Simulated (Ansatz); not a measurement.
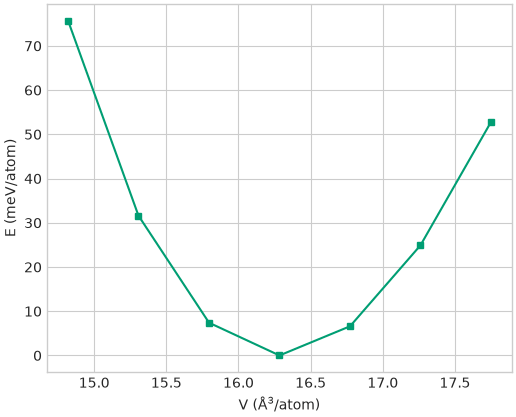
*GeRh in space group P-6m2 (No. 187; Rh on 1a, Ge on 1f) under volume change, PBE (plane waves, PAW; program Ansatz), shape and atoms relaxed at each volume.*

Task: What does a third-order Birch–Murnaghan fit give for V₀, B₀ and B′?

Result: V₀ = 16.28 Å³/atom, B₀ = 152 GPa, B′ = 5.0.

A made-up cell: these elements were put on the sites of a structure type; neither database checked (COD, Materials Project) lists it. COD files the formula under space group No. 62, so this cell is another polymorph or a model. Whether it is the stable phase at ambient conditions was not checked. The cell was relaxed with PBE under the symmetry of its start; its stability against distortions is not shown here. No spin polarisation was allowed.

Potentials: the later of the program's two PAW sets.
